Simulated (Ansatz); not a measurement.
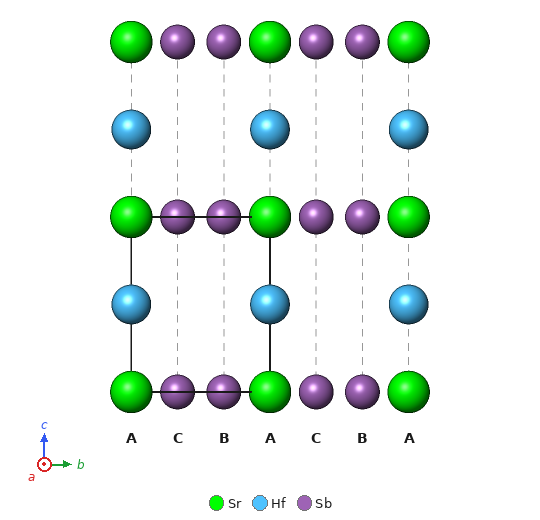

The picture looks along a close-packed row of the hexagonal mesh; c points upwards. The dashed lines mark the three columns A (0, 0), B (1/3, 2/3) and C (2/3, 1/3). The sequence starts with the first layer at or above the cell's origin.

The compound is SrHfSb₂, taken as coordinates from a relaxation with Ansatz, DFT PBE, scalar-relativistic, plane waves, PAW; the starting structure was generated, so it need not be a known form of this composition.

Read off the stacking sequence over one period.

Answer. Sr(A)+Sb(B)+Sb(C) – Hf(A) (two layers in 6.16 Å).

Heights of the layers:

| layer | atoms (column) | height (Å) | to next (Å) |
| --- | --- | --- | --- |
| 1 | Sr(A)+Sb(B)+Sb(C) | 0.00 | 3.08 |
| 2 | Hf(A) | 3.08 | 3.08 |
